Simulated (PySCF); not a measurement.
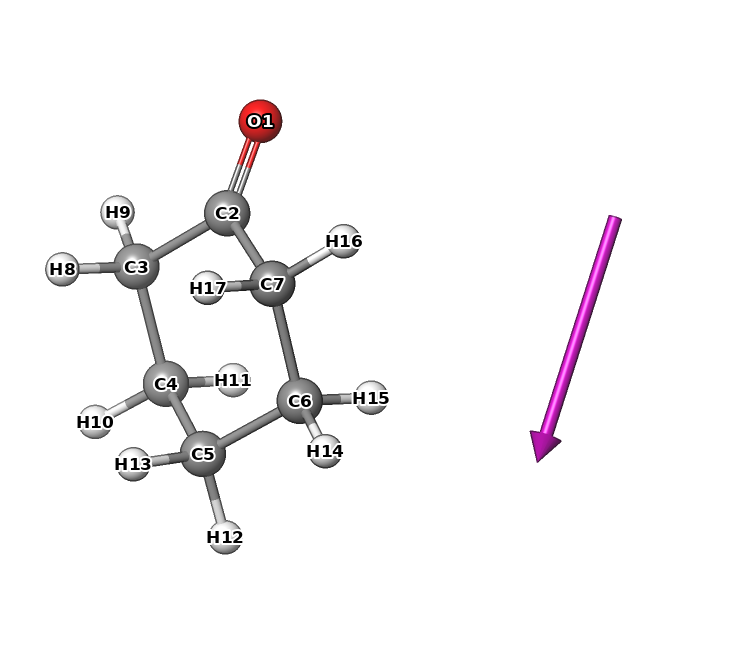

The arrow beside the molecule shows the direction of the dipole moment, from the negative to the positive end (its length means nothing). The geometry was computed by an optimisation with PBE0-D3(BJ)/def2-SVP. No frequency run is at hand to confirm it as a minimum. Method: PBE0/6-31G*, gas phase (PySCF 2.14.0).

**Estimate the dipole moment.**

3.06 D; it points from the side of O1 to the side of H12 (the outermost atoms at the two ends).
